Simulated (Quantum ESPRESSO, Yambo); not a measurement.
**BP (F-43m): G0W0 in Yambo against the screening cutoff**

Aim: move the screening cutoff of a G0W0 run on BP (F-43m) over a wide range.

Program: Yambo 5.3.0. Level of theory: PBE and many-body steps on it, plane waves. Results are calculated unless marked as measured.

## 1. Set-up

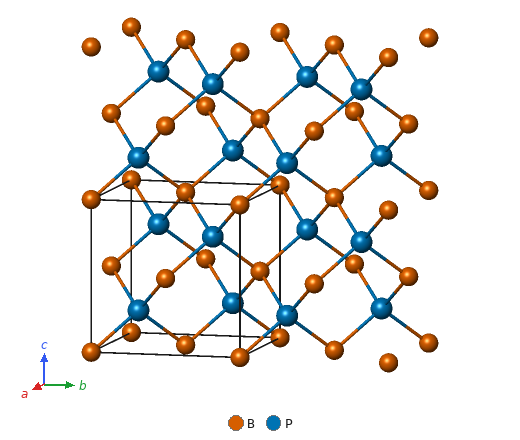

Start, viewed slightly off an axis; boron orange, phosphorus blue. 1×2×2 cells are drawn. This picture shows the conventional cell, with its axes. Bonds to atoms that aren't drawn are left out. Some periodic images of atoms are drawn too.

Structure file:

```cif
data_structure
_symmetry_space_group_name_H-M 'F-43m'
_symmetry_Int_Tables_number 216
_cell_length_a 4.5380
_cell_length_b 4.5380
_cell_length_c 4.5380
_cell_angle_alpha 90.000
_cell_angle_beta 90.000
_cell_angle_gamma 90.000
_cell_volume 93.45
loop_
_atom_site_label
_atom_site_type_symbol
_atom_site_symmetry_multiplicity
_atom_site_Wyckoff_symbol
_atom_site_fract_x
_atom_site_fract_y
_atom_site_fract_z
_atom_site_occupancy
B1 B 4 a 0.00000 0.00000 0.00000 1
P1 P 4 d 0.25000 0.25000 0.75000 1
```

The cell and positions come from the Crystallography Open Database and are kept as given unless a step says otherwise.

## 2. 3.25 Ha

This step: Yambo 5.3.0; G0W0 on PBE, plane waves, norm-conserving pseudopotentials.

Now the one-shot GW correction: screening in the RPA, then the self-energy of the levels asked for.

Contents of gw7.in:

```
HF_and_locXC
gw0
dyson
ppa
em1d
rim_cut
RandQpts= 1000000
RandGvec= 1 RL
EXXRLvcs= 68 Ry
VXCRLvcs= 272 Ry
Chimod= "HARTREE"
% BndsRnXp
 1 | 73 |
%
NGsBlkXp= 6.5 Ry
% LongDrXp
 1 | 1 | 1 |
%
% GbndRnge
 1 | 73 |
%
DysSolver= "n"
ExtendOut
PPAPntXp= 27.21138 eV
% QPkrange
 1 | 1 | 3 | 6 |
 7 | 7 | 3 | 6 |
%
```

The run is started by

```console
$ OMP_NUM_THREADS=1 mpirun -n 4 yambo -F gw7.in -J gw7 -C gw7 > gw7.log
```

Output:

```text
 Yambo, version 5.3.0

 [02] CORE Variables Setup
 =========================

  [... cell, symmetries and grids as in the set-up ...]

  [02.05] Energies & Occupations
  ==============================

  [X] === General ===
  [X] Electronic Temperature                        :  0.000000  0.000000 [eV K]
  [X] Bosonic    Temperature                        :  0.000000  0.000000 [eV K]
  [X] Finite Temperature mode                       : no
  [X] El. density                                   :  0.34242E+24 [cm-3]
  [X] Fermi Level                                   :  9.241273 [eV]

  [X] === Gaps and Widths ===
  [X] Conduction Band Min                           :  1.347324 [eV]
  [X] Valence Band Max                              :  0.000000 [eV]
  [X] Filled Bands                                  :   4
  [X] Empty Bands                                   :    5  279
  [X] Direct Gap                                    :  3.406803 [eV]
  [X] Direct Gap localized at k                     :  1
  [X] Indirect Gap                                  :  1.347324 [eV]
  [X] Indirect Gap between kpts                     :   1   7
  [X] Last valence band width                       :  5.466754 [eV]
  [X] 1st conduction band width                     :  3.986001 [eV]

 [03] Transferred momenta grid and indexing
 ==========================================

 IBZ Q-points                                      :   8
 BZ  Q-points                                      :   64

 K/Q-points units:
 rlu = crystal or reduced units; cc = cartesian coordinates; iku = interal k-units

 Q [1]          [rlu]:  0.000000  0.000000  0.000000
 Q [2]          [rlu]: -0.10617E-17 -0.10617E-17  0.25000
 Q [3]          [rlu]:  0.21235E-17  0.21235E-17 -0.50000
 Q [4]          [rlu]: -0.90507E-17  0.25000      0.25000
 Q [5]          [rlu]:  0.10377E-16  0.25000      0.50000
 Q [6]          [rlu]:  0.21235E-17  0.25000     -0.25000
 Q [7]          [rlu]:  0.18101E-16 -0.50000     -0.50000
 Q [8]          [rlu]:  0.250000 -0.500000 -0.250000

 [04] Coloumb potential Random Integration (RIM)
 ===============================================

  [04.01] RIM initialization
  ==========================

  * Diagonal components only detected *

  8 x (sBL volume)        :  0.196662 [a.u.]
  sBZ random points       :  1000000
  Points outside the sBZ  :   7987327
  RL volume               :  1.573293 [a.u.]
  Integrated volume       :  1.575789 [a.u.]

  [04.02] RIM integrals
  =====================

  Gamma point sphere radius             :  0.105485 [a.u.]
  Points outside the sphere             :   799513
  [Int_sBZ(q=0) 1/q^2]*(Vol_sBZ)^(-1/3) =:  7.764325
                                 should be <:  7.795600

  Summary of Coulomb integrals for non-metallic bands |Q|[au] RIM/Bare

  Q [1] 0.100000E-4 0.995988 * Q [2] 0.317261 1.066317
  Q [4] 0.366342 1.065091 * Q [6] 0.518086 1.027759
  Q [5] 0.607509 1.020584 * Q [3] 0.634523 1.018268
  Q [7] 0.732684 1.014689 * Q [8] 0.819165 1.011648

 [WARNING] [Xp] User bands 1-73 break level degeneracy

 [05] Dipoles
 ============

  [05.01] Setup: observables and procedures
  =========================================

 [06] Dynamic Dielectric Matrix (PPA)
 ====================================

 [WR./gw7//ndb.pp]---------------------------------------------------------------
  Brillouin Zone Q/K grids (IBZ/BZ)                :    8   64    8   64
  RL vectors                                       :  1917 [WF]
  Coulomb cutoff potential                         : none
  Electronic Temperature                           :  0.000000 [K]
  Bosonic    Temperature                           :  0.000000 [K]
  PPA    diel. fun.  energies                      : Perdew, Burke & Ernzerhof(X)+Perdew, Burke & Ernzerhof(C)
  wavefunctions                                    : Perdew, Burke & Ernzerhof(X)+Perdew, Burke & Ernzerhof(C)
  Global Gauge                                     : length
  X matrix size                                    :   59
  X band range                                     :    1   73
  X e/h energy range                               : -1.000000 -1.000000 [eV]
  X Time ordering                                  : R
  X Hxc Kernel                                     : HARTREE
  X Drude frequency                                :  0.000000  0.000000
  X poles                                          :  100.0000 [o/o]
  RL vectors in the sum                            :  1917
  [r,Vnl] included                                 : yes
  Field direction                                  :  0.577350E-5  0.577350E-5  0.577350E-5
  BZ energy Double Grid                            : no
  BZ energy DbGd points                            : 0
  BZ Q point size factor                           : -1.000000
  X Optical Averaged directions                    : none

 [07] Local Exchange-Correlation + Non-Local Fock
 ================================================

 [VXC] Plane waves :  11935
 [EXS] Plane waves :  1471

 QP @ state[ 1 ] K range:  1  1
 QP @ state[ 1 ] b range:   3   6
 QP @ state[ 2 ] K range:   7   7
 QP @ state[ 2 ] b range:   3   6

 [xc] Functional : Perdew, Burke & Ernzerhof(X)+Perdew, Burke & Ernzerhof(C)
 [xc] LIBXC used to calculate xc functional
  PP Number of Atomic Species                      :  2
  NLCC RL compoments                               :  11935
  PP Number of Atomic Species                      :  2
  NLCC RL compoments                               :  11935

 [xc] E_xc :  -2.825902 [Ha]
      E_xc :  -5.651803 [Ry]

  Local XC kind (lXC) : Perdew, Burke & Ernzerhof(X)+Perdew, Burke & Ernzerhof(C)
  Non-Local XC kind (nlXC) : Hartree-Fock

  Corrections @ K [1] :  [eV]
 <3|nlXC|3> = -15.11597  0.27490E-17 <3|lXC|3> = -13.31497 -0.10746E-19
 <4|nlXC|4> = -15.11568  0.15223E-16 <4|lXC|4> = -13.31497 -0.56678E-15
 <5|nlXC|5> = -7.139641  0.74225E-17 <5|lXC|5> = -12.02100  0.33045E-15
 <6|nlXC|6> = -7.139699  0.14631E-17 <6|lXC|6> = -12.02100 -0.47201E-16

  Corrections @ K [7] :  [eV]
 <3|nlXC|3> = -15.96388  0.16157E-16 <3|lXC|3> = -12.50131  0.28975E-19
 <4|nlXC|4> = -15.96386  0.15018E-16 <4|lXC|4> = -12.50131 -0.23491E-16
 <5|nlXC|5> = -6.408130 -0.43730E-17 <5|lXC|5> = -10.80516  0.70805E-16
 <6|nlXC|6> = -6.161084  0.16372E-18 <6|lXC|6> = -10.66008 -0.11800E-15

 [08] Dyson equation: Newton solver
 ==================================

  [08.01] G0W0 (W PPA)
  ====================

  [  GW  ] Bands range     :    1   73
  [GW/PPA] G damping       :  0.100000 [eV]

  QP @ state[ 1 ] K range:  1  1
  QP @ state[ 1 ] b range:   3   6
  QP @ state[ 2 ] K range:   7   7
  QP @ state[ 2 ] b range:   3   6

   Sc/G bands                                       :    1   73
   Sc/G damping                                     :  0.100000 ev
   Sc bands terminator                              : no
   Sx RL components                                 :  1471

   QP @ state[ 1 ] K range                          :  1  1
   QP @ state[ 1 ] b range                          :   3   6
   QP @ state[ 2 ] K range                          :   7   7
   QP @ state[ 2 ] b range                          :   3   6
   GF energies kind                                 : Perdew, Burke & Ernzerhof(X)+Perdew, Burke & Ernzerhof(C)
   GF WF`s kind                                     : Perdew, Burke & Ernzerhof(X)+Perdew, Burke & Ernzerhof(C)
   Xs energies kind                                 : Perdew, Burke & Ernzerhof(X)+Perdew, Burke & Ernzerhof(C)
   Xs WF`s kind                                     : Perdew, Burke & Ernzerhof(X)+Perdew, Burke & Ernzerhof(C)

 [11] Game Over & Game summary
```

It took 8.9 s on 4 MPI ranks of Arm Neoverse V1, shared host; peak memory 1.1 GiB; 31 s of CPU time.

Numbers from this step:

```
G0W0 gap on the points computed              : 1.955 eV
starting gap on the mesh                     : 1.347 eV
k of the valence top                         : 0, 0, 0
k of the conduction bottom                   : 0, -0.5, -0.5
least direct G0W0 gap on the computed points : 4.212 eV
Z at the valence top                         : 0.7989
Z at the conduction bottom                   : 0.8106
```

The gap on the mesh goes from 1.35 eV to 1.95 eV, a correction of +0.61 eV.

## 3. 5.25 Ha

gw8.in, as its differences from gw7.in of step 2:

```diff
@@ -14,3 +14,3 @@
 %
-NGsBlkXp= 6.5 Ry
+NGsBlkXp= 10.5 Ry
 % LongDrXp
```

The run is started by

```console
$ OMP_NUM_THREADS=1 mpirun -n 4 yambo -F gw8.in -J gw8 -C gw8 > gw8.log
```

Output:

```text
 Yambo, version 5.3.0

 [02] CORE Variables Setup
 =========================

  [... cell, symmetries and grids as in the set-up ...]

  [02.05] Energies & Occupations
  ==============================

  [X] === General ===
  [X] Electronic Temperature                        :  0.000000  0.000000 [eV K]
  [X] Bosonic    Temperature                        :  0.000000  0.000000 [eV K]
  [X] Finite Temperature mode                       : no
  [X] El. density                                   :  0.34242E+24 [cm-3]
  [X] Fermi Level                                   :  9.241273 [eV]

  [X] === Gaps and Widths ===
  [X] Conduction Band Min                           :  1.347324 [eV]
  [X] Valence Band Max                              :  0.000000 [eV]
  [X] Filled Bands                                  :   4
  [X] Empty Bands                                   :    5  279
  [X] Direct Gap                                    :  3.406803 [eV]
  [X] Direct Gap localized at k                     :  1
  [X] Indirect Gap                                  :  1.347324 [eV]
  [X] Indirect Gap between kpts                     :   1   7
  [X] Last valence band width                       :  5.466754 [eV]
  [X] 1st conduction band width                     :  3.986001 [eV]

 [03] Transferred momenta grid and indexing
 ==========================================

 IBZ Q-points                                      :   8
 BZ  Q-points                                      :   64

 K/Q-points units:
 rlu = crystal or reduced units; cc = cartesian coordinates; iku = interal k-units

 Q [1]          [rlu]:  0.000000  0.000000  0.000000
 Q [2]          [rlu]: -0.10617E-17 -0.10617E-17  0.25000
 Q [3]          [rlu]:  0.21235E-17  0.21235E-17 -0.50000
[...]
NLCC RL compoments                               :  11935
  PP Number of Atomic Species                      :  2
  NLCC RL compoments                               :  11935

 [xc] E_xc :  -2.825902 [Ha]
      E_xc :  -5.651803 [Ry]

  Local XC kind (lXC) : Perdew, Burke & Ernzerhof(X)+Perdew, Burke & Ernzerhof(C)
  Non-Local XC kind (nlXC) : Hartree-Fock

  Corrections @ K [1] :  [eV]
 <3|nlXC|3> = -15.11597  0.27490E-17 <3|lXC|3> = -13.31497 -0.10746E-19
 <4|nlXC|4> = -15.11568  0.15223E-16 <4|lXC|4> = -13.31497 -0.56678E-15
 <5|nlXC|5> = -7.139641  0.74225E-17 <5|lXC|5> = -12.02100  0.33045E-15
[...]
Corrections @ K [7] :  [eV]
[...]
<5|nlXC|5> = -6.408130 -0.43730E-17 <5|lXC|5> = -10.80516  0.70805E-16
 <6|nlXC|6> = -6.161084  0.16372E-18 <6|lXC|6> = -10.66008 -0.11800E-15

 [08] Dyson equation: Newton solver
 ==================================

  [08.01] G0W0 (W PPA)
  ====================

  [  GW  ] Bands range     :    1   73
  [GW/PPA] G damping       :  0.100000 [eV]

  QP @ state[ 1 ] K range:  1  1
  QP @ state[ 1 ] b range:   3   6
  QP @ state[ 2 ] K range:   7   7
  QP @ state[ 2 ] b range:   3   6

   Sc/G bands                                       :    1   73
   Sc/G damping                                     :  0.100000 ev
   Sc bands terminator                              : no
   Sx RL components                                 :  1471

   QP @ state[ 1 ] K range                          :  1  1
   QP @ state[ 1 ] b range                          :   3   6
   QP @ state[ 2 ] K range                          :   7   7
   QP @ state[ 2 ] b range                          :   3   6
   GF energies kind                                 : Perdew, Burke & Ernzerhof(X)+Perdew, Burke & Ernzerhof(C)
   GF WF`s kind                                     : Perdew, Burke & Ernzerhof(X)+Perdew, Burke & Ernzerhof(C)
   Xs energies kind                                 : Perdew, Burke & Ernzerhof(X)+Perdew, Burke & Ernzerhof(C)
   Xs WF`s kind                                     : Perdew, Burke & Ernzerhof(X)+Perdew, Burke & Ernzerhof(C)

 [11] Game Over & Game summary
```

Run time: 11 s. Hardware: 4 MPI ranks; peak memory 1.1 GiB; 38 s of CPU time.

Numbers from this step:

- G0W0 gap on the points computed: 1.989 eV
- starting gap on the mesh: 1.347 eV
- k of the valence top: 0, 0, 0
- k of the conduction bottom: 0, -0.5, -0.5
- least direct G0W0 gap on the computed points: 4.238 eV
- Z at the valence top: 0.7982
- Z at the conduction bottom: 0.8103

Against the run before, the gap moves by +0.034 eV.

## 4. 10.5 Ha

gw9.in, as its differences from gw8.in of step 3:

```diff
@@ -14,3 +14,3 @@
 %
-NGsBlkXp= 10.5 Ry
+NGsBlkXp= 21 Ry
 % LongDrXp
```

The run is started by

```console
$ OMP_NUM_THREADS=1 mpirun -n 4 yambo -F gw9.in -J gw9 -C gw9 > gw9.log
```

Output:

```text
 Yambo, version 5.3.0

 [02] CORE Variables Setup
 =========================

  [... cell, symmetries and grids as in the set-up ...]

  [02.05] Energies & Occupations
  ==============================

  [X] === General ===
  [X] Electronic Temperature                        :  0.000000  0.000000 [eV K]
  [X] Bosonic    Temperature                        :  0.000000  0.000000 [eV K]
  [X] Finite Temperature mode                       : no
  [X] El. density                                   :  0.34242E+24 [cm-3]
[...]
QP @ state[ 1 ] b range                          :   3   6
   QP @ state[ 2 ] K range                          :   7   7
   QP @ state[ 2 ] b range                          :   3   6
   GF energies kind                                 : Perdew, Burke & Ernzerhof(X)+Perdew, Burke & Ernzerhof(C)
   GF WF`s kind                                     : Perdew, Burke & Ernzerhof(X)+Perdew, Burke & Ernzerhof(C)
   Xs energies kind                                 : Perdew, Burke & Ernzerhof(X)+Perdew, Burke & Ernzerhof(C)
   Xs WF`s kind                                     : Perdew, Burke & Ernzerhof(X)+Perdew, Burke & Ernzerhof(C)

 [11] Game Over & Game summary
```

The job ended after 41 s (4 MPI ranks; peak memory 1.1 GiB; 2.6 min of CPU time).

Numbers from this step:

```yaml
g0w0_gap_on_the_points_computed: 2.029 eV
starting_gap_on_the_mesh: 1.347 eV
k_of_the_valence_top: 0, 0, 0
k_of_the_conduction_bottom: 0, -0.5, -0.5
least_direct_g0w0_gap_on_the_computed_points: 4.270 eV
```

Against the run before, the gap moves by +0.040 eV.

## 5. 13 Ha

gw10.in, as its differences from gw9.in of step 4:

```diff
@@ -14,3 +14,3 @@
 %
-NGsBlkXp= 21 Ry
+NGsBlkXp= 26 Ry
 % LongDrXp
```

The run is started by

```console
$ OMP_NUM_THREADS=1 mpirun -n 4 yambo -F gw10.in -J gw10 -C gw10 > gw10.log
```

Output:

```text
 Yambo, version 5.3.0

 [02] CORE Variables Setup
 =========================

  [... cell, symmetries and grids as in the set-up ...]

  [02.05] Energies & Occupations
  ==============================

  [X] === General ===
  [X] Electronic Temperature                        :  0.000000  0.000000 [eV K]
  [X] Bosonic    Temperature                        :  0.000000  0.000000 [eV K]
  [X] Finite Temperature mode                       : no
  [X] El. density                                   :  0.34242E+24 [cm-3]
[...]
QP @ state[ 1 ] b range                          :   3   6
   QP @ state[ 2 ] K range                          :   7   7
   QP @ state[ 2 ] b range                          :   3   6
   GF energies kind                                 : Perdew, Burke & Ernzerhof(X)+Perdew, Burke & Ernzerhof(C)
   GF WF`s kind                                     : Perdew, Burke & Ernzerhof(X)+Perdew, Burke & Ernzerhof(C)
   Xs energies kind                                 : Perdew, Burke & Ernzerhof(X)+Perdew, Burke & Ernzerhof(C)
   Xs WF`s kind                                     : Perdew, Burke & Ernzerhof(X)+Perdew, Burke & Ernzerhof(C)

 [11] Game Over & Game summary
```

Elapsed: 69 s, on 4 MPI ranks; peak memory 1.1 GiB; 4.5 min of CPU time.

Numbers from this step:

```
G0W0 gap on the points computed              : 2.030 eV
starting gap on the mesh                     : 1.347 eV
k of the valence top                         : 0, 0, 0
k of the conduction bottom                   : 0, -0.5, -0.5
least direct G0W0 gap on the computed points : 4.271 eV
```

Against the run before, the gap moves by +0.001 eV.

## 6. 16.25 Ha

gw11.in, as its differences from gw10.in of step 5:

```diff
@@ -14,3 +14,3 @@
 %
-NGsBlkXp= 26 Ry
+NGsBlkXp= 32.5 Ry
 % LongDrXp
```

The run is started by

```console
$ OMP_NUM_THREADS=1 mpirun -n 4 yambo -F gw11.in -J gw11 -C gw11 > gw11.log
```

Output:

```text
 Yambo, version 5.3.0

 [02] CORE Variables Setup
 =========================

  [... cell, symmetries and grids as in the set-up ...]

  [02.05] Energies & Occupations
  ==============================

  [X] === General ===
  [X] Electronic Temperature                        :  0.000000  0.000000 [eV K]
  [X] Bosonic    Temperature                        :  0.000000  0.000000 [eV K]
  [X] Finite Temperature mode                       : no
  [X] El. density                                   :  0.34242E+24 [cm-3]
[...]
QP @ state[ 1 ] b range                          :   3   6
   QP @ state[ 2 ] K range                          :   7   7
   QP @ state[ 2 ] b range                          :   3   6
   GF energies kind                                 : Perdew, Burke & Ernzerhof(X)+Perdew, Burke & Ernzerhof(C)
   GF WF`s kind                                     : Perdew, Burke & Ernzerhof(X)+Perdew, Burke & Ernzerhof(C)
   Xs energies kind                                 : Perdew, Burke & Ernzerhof(X)+Perdew, Burke & Ernzerhof(C)
   Xs WF`s kind                                     : Perdew, Burke & Ernzerhof(X)+Perdew, Burke & Ernzerhof(C)

 [11] Game Over & Game summary
```

Elapsed: 2.3 min, on 4 MPI ranks; peak memory 1.2 GiB; 9 min of CPU time.

This step gave:

* G0W0 gap on the points computed: 2.031 eV
* starting gap on the mesh: 1.347 eV
* k of the valence top: 0, 0, 0
* k of the conduction bottom: 0, -0.5, -0.5
* least direct G0W0 gap on the computed points: 4.271 eV

Against the run before, the gap moves by +0.001 eV.

## 7. Side by side

Times are wall times on 4 MPI ranks of Arm Neoverse V1, shared host, good to a factor of about two.

```
     run   mesh  bands  screening cutoff (eV)  DFT gap (eV)  gap on the mesh (eV)  direct (eV)     time
 3.25 Ha  4×4×4     73                   88.4         1.347                 1.955        4.212    8.9 s
 5.25 Ha  4×4×4     73                  142.9         1.347                 1.989        4.238     11 s
 10.5 Ha  4×4×4     73                  285.7         1.347                 2.029        4.270     41 s
   13 Ha  4×4×4     73                  353.7         1.347                 2.030        4.271     69 s
16.25 Ha  4×4×4     73                  442.2         1.347                 2.031        4.271  2.3 min
```

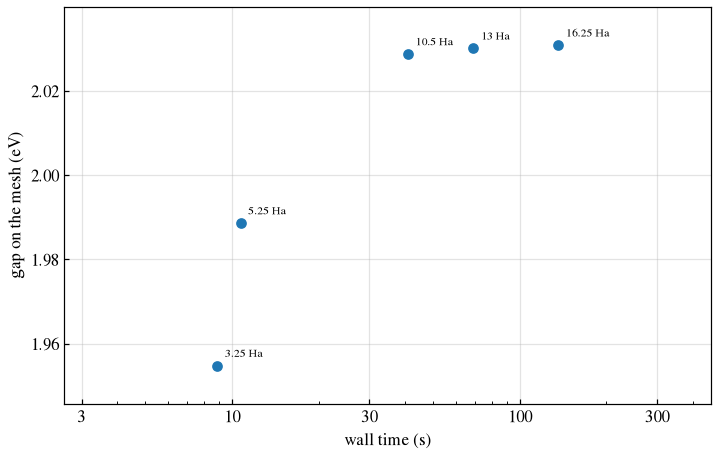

Result against wall time.

## 8. Results

```
3.25 Ha      : 1.955 eV
5.25 Ha      : 1.989 eV
10.5 Ha      : 2.029 eV
13 Ha        : 2.030 eV
16.25 Ha     : 2.031 eV
known limits : not at the basis limit; coarse k mesh
```

What this shows: The setting moved: screening cutoff. From 3.25 Ha to 16.25 Ha the gap moves by +0.08 eV, for 15 times the time. It holds to 0.03 eV from 10.5 Ha on. Bands and screening cutoff are coupled, so a series along one setting does not show full convergence. Bands and cutoff are finite, so the gap is not at the basis limit. The miss can reach some tenths of an eV and take either sign; the mesh is an error of its own. In the G0W0 runs levels were corrected at 2 k points alone, so a gap called «on the mesh» is the least over those, and an edge elsewhere would be missed. A denser mesh or path gives a starting gap of 1.26 eV: the GW mesh misses a band edge, so its gaps are not the fundamental one. The 4×4×4 mesh is coarse for this cell, which bears on the long-range parts of exchange and screening.

[Paths, hosts, dates, memory and timing lines, banners, echoed tables and standing remarks are left out of the program output.]

[Logs are printed without paths, hosts, clocks, repeated set-up lines and the standing remarks that a program may print on its own settings, such as how far it seeks lower states.]

[Runs of the session that timed out or met a known fault of the program may be left out.]

[Hosts, paths, dates, database ids (printed as entryN), source tags and the programs' standing remarks are cut or masked in the printed files.]
